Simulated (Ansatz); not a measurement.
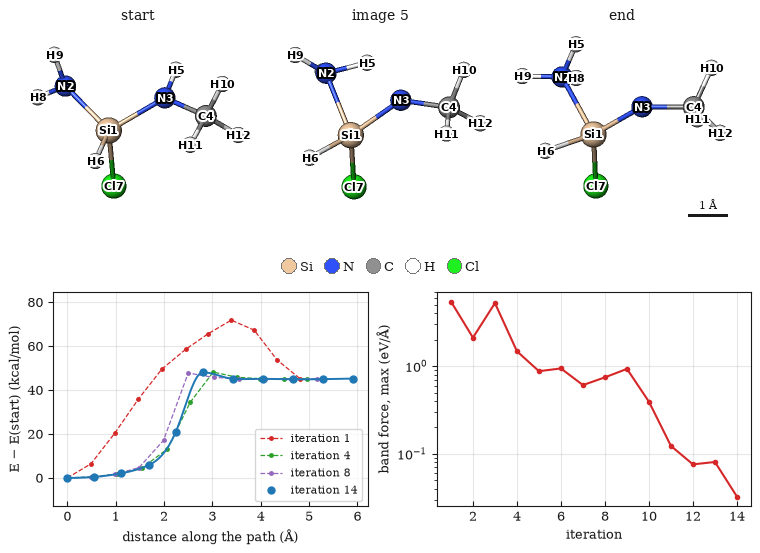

NEB run on CH₇ClN₂Si. Images are numbered from 0 (start) to 10 (end). The plot follows the band through its iterations. Style: ball-and-stick. Shown at a tilt.

The calculation used RKS PBE0-D4/def2-SVP (Ansatz 0.2.0). Set-up: 9 movable images; climbing image; force threshold 0.05 eV/Å; iteration limit 60; starting path through a guess of the saddle point.

> Judge this run.

The result is final at these settings. The band converged in 14 iterations. The largest component of the band force went from 5.5 to 0.033 eV/Å. The climbing image converged on the top of the path. Its vibrational analysis gives one imaginary mode (987i cm⁻¹), as a transition state must have. The first iteration put the highest image at 71.8 kcal/mol. The highest point, image 5, lies 48.1 kcal/mol above the start and 2.8 kcal/mol above the end; the end is at +45.2 kcal/mol relative to the start.

The run took 6.2 min on 2 threads of Arm Neoverse V2 (shared host), peak memory 0.26 GiB.
